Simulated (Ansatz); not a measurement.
Electronic density of states of amorphous Hf18O36Cu, density 9.12 g/cm³, on a 2×2×2 Γ-centred mesh with a Gaussian width of 0.1 eV; energies count from the Fermi level, whose place inside the gap is arbitrary. Cell and mesh are small, so fine structure isn't converged. Computed with PBE, scalar-relativistic without spin-orbit coupling (plane waves to 420 eV, PAW; Ansatz, a first-principles code). Sampling: a 2×2×2 Γ-centred mesh; Fermi-Dirac width 0.02 eV; collinear spin, started from a total moment of 1 μB (at the end a net moment of 1.0 μB). In the spin-polarised cell the level spacing at the Fermi energy can part levels of unlike spin.

It comes from a melt-quench run on a machine-learned potential (CHGNet), relaxed afterwards by DFT. O atoms were pushed apart under 1.9 Å during the dynamics, to hinder bonds among them. The hot cell started wider than the set density and was brought back towards it in steps. It is the lowest in DFT energy of 2 quenches. It is a model cell: composition and starting density were chosen by hand, and all elements were melted together. No dispersion term was used. Its density started from a set value of 9.01 and ended at 9.12 g/cm³. Cooling (nominally 300 K/ps over its main leg) ran many orders faster than in experiment, which tends to leave more defects and strain. Values belong to this one cell and scatter from quench to quench. Volume and shape were free in the relaxation. On a 2×2×2 Γ-centred mesh force components of up to 0.19 eV/Å stay, since the relaxation ran on the zone centre alone.

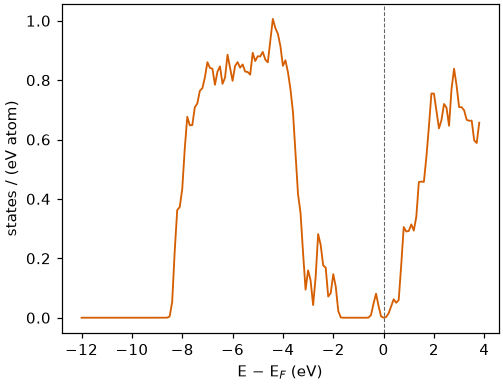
Figure. Density of states per atom

The level spacing at the Fermi energy on this mesh is 0.49 eV; the broadening fills part of it in the curve.
